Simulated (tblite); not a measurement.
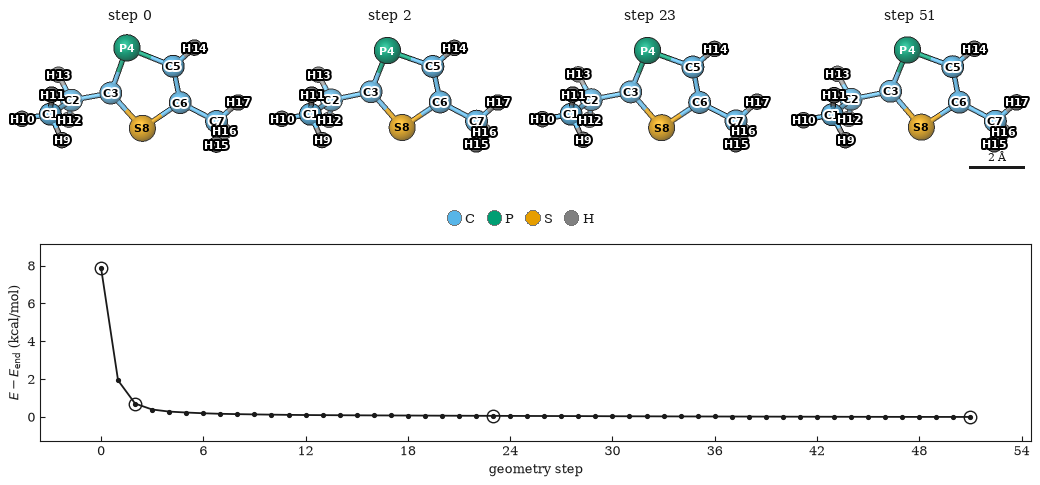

Frames of a relaxation of C₆H₉PS, marked on the history of the run. Style: ball-and-stick. Shown face on.

The calculation used GFN2-xTB geometry optimisation, gas phase (tblite). 

**Describe the path.**

The atom that moves furthest after the best rigid fit is H9 (0.13 Å). By element the largest moves are H 0.13 Å, P 0.10 Å, C 0.09 Å, S 0.06 Å. Near-neighbour distances that change, for instance: C3–P4 1.833 → 1.712 Å, P4–C5 1.822 → 1.767 Å, C5–C6 1.392 → 1.353 Å, C1–H9 1.096 → 1.088 Å. Bond angles that change, for instance: C3–P4–C5 89.0° → 93.3°, P4–C5–H14 116.6° → 120.4°, C2–C3–P4 121.9° → 125.0°. After 51 geometry steps the energy has fallen by 7.90 kcal/mol. From step 0 to 2: P4 moves most (0.10 Å), energy −7.19 kcal/mol. From step 2 to 23: H9 moves most (0.05 Å), energy −0.65 kcal/mol. From step 23 to 51: H9 moves most (0.08 Å), energy −0.06 kcal/mol.

```json
{"step": "0", "E − E(0), kcal/mol": "0.00"}
{"step": "1", "E − E(0), kcal/mol": "-5.96"}
{"step": "2", "E − E(0), kcal/mol": "-7.19"}
{"step": "3", "E − E(0), kcal/mol": "-7.50"}
{"step": "4", "E − E(0), kcal/mol": "-7.61"}
{"step": "5", "E − E(0), kcal/mol": "-7.66"}
{"step": "6", "E − E(0), kcal/mol": "-7.70"}
{"step": "7", "E − E(0), kcal/mol": "-7.73"}
{"step": "8", "E − E(0), kcal/mol": "-7.75"}
{"step": "9", "E − E(0), kcal/mol": "-7.76"}
{"step": "10", "E − E(0), kcal/mol": "-7.77"}
{"step": "12", "E − E(0), kcal/mol": "-7.79"}
{"step": "14", "E − E(0), kcal/mol": "-7.81"}
{"step": "16", "E − E(0), kcal/mol": "-7.81"}
{"step": "19", "E − E(0), kcal/mol": "-7.82"}
{"step": "21", "E − E(0), kcal/mol": "-7.83"}
{"step": "23", "E − E(0), kcal/mol": "-7.84"}
{"step": "25", "E − E(0), kcal/mol": "-7.84"}
{"step": "27", "E − E(0), kcal/mol": "-7.85"}
{"step": "29", "E − E(0), kcal/mol": "-7.85"}
{"step": "32", "E − E(0), kcal/mol": "-7.86"}
{"step": "34", "E − E(0), kcal/mol": "-7.87"}
{"step": "36", "E − E(0), kcal/mol": "-7.87"}
{"step": "38", "E − E(0), kcal/mol": "-7.88"}
{"step": "40", "E − E(0), kcal/mol": "-7.88"}
{"step": "42", "E − E(0), kcal/mol": "-7.88"}
{"step": "45", "E − E(0), kcal/mol": "-7.89"}
{"step": "47", "E − E(0), kcal/mol": "-7.89"}
{"step": "49", "E − E(0), kcal/mol": "-7.90"}
{"step": "51", "E − E(0), kcal/mol": "-7.90"}
```
